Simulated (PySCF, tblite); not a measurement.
**C6H12Si2: geometry, infrared bands and NMR shifts**

Wanted: the infrared bands and NMR shifts of C6H12Si2 (`C=C[C@@H](C)C1=C[SiH2][SiH2]1`), by calculation.

Computed with tblite 0.8.0 and PySCF 2.14.0, with density-fitted response routines of our own, on a single molecule in the gas phase. Atoms count from 0, in the outputs and in this text.

### 1 The starting structure

20 atoms, charge 0, multiplicity 1; geometry from: force field or distance geometry start.

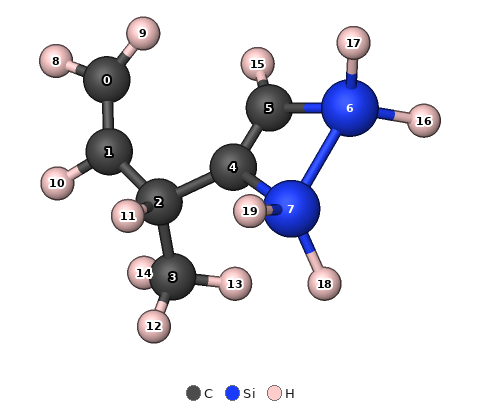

The starting geometry (carbon dark grey, silicon blue, hydrogen pink), atoms numbered.

### 2 Optimising the geometry with GFN2-xTB

Job settings and geometry (Å):

```
{"job": {"kind": "relax", "xc": "GFN2-xTB", "basis": "xTB"}, "charge": 0, "multiplicity": 1}
C      1.740000     1.979200     0.491300
C      1.547400     1.172400    -0.506900
C      0.607100     0.177100    -0.881300
C      1.170700    -1.073100    -1.457200
C     -0.500800    -0.123800     0.137800
C     -0.577700     0.071900     1.382400
Si    -2.198300    -0.557300     1.813700
Si    -2.090900    -0.923700    -0.274200
H      2.659900     2.627500     0.428600
H      1.156200     2.185000     1.363300
H      2.401500     1.269100    -1.283600
H     -0.028400     0.672400    -1.748900
H      0.897800    -1.292800    -2.483600
H      0.908200    -1.968000    -0.807500
H      2.285900    -0.980500    -1.335900
H      0.184800     0.502800     2.118700
H     -2.166200    -1.779900     2.665300
H     -3.136100     0.455500     2.342900
H     -1.966100    -2.312500    -0.768000
H     -2.900300    -0.090500    -1.200000
```

Run with:

```console
$ OMP_NUM_THREADS=1 python probes_run.py task.json out
```

The driver reads the jobs from task.json and runs them one after another.

**Question.** This job is followed by: GFN2-xTB harmonic vibrations, gas phase; GIAO PBE0/pcSseg-1 NMR shielding, non-relativistic, gas phase. What will the session give for the following? strongest single infrared mode (GFN2-xTB); zero-point energy (GFN2-xTB); ¹³C shifts against TMS (PBE0/pcSseg-1); ¹H shifts against TMS (PBE0/pcSseg-1, means over atoms taken as alike); ²⁹Si shifts against TMS (PBE0/pcSseg-1).

As calculated:

```
                                                              quantity                                                           value
                             strongest single infrared mode (GFN2-xTB)                                           2178 cm⁻¹, 927 km/mol
                                          zero-point energy (GFN2-xTB)                                                   94.4 kcal/mol
                                ¹³C shifts against TMS (PBE0/pcSseg-1)                      187.2, 157.4, 150.2, 123.1, 52.1, 24.0 ppm
¹H shifts against TMS (PBE0/pcSseg-1, means over atoms taken as alike)  7.07, 5.77, 5.48, 5.37, 4.82, 4.78, 4.63, 4.62, 2.88, 1.23 ppm
                               ²⁹Si shifts against TMS (PBE0/pcSseg-1)                                                -63.4, -73.0 ppm
```

**Reading.** The optimisation took 234 steps and gained 1.903 eV; among the close pairs (by a distance rule), Si6–Si7 changed most, from 2.123 to 2.333 Å. No mode is imaginary among the 54: a minimum at this level. GFN2-xTB is a fitted tight-binding method: band positions and strengths are rough. Its intensities can rank the bands wrongly.
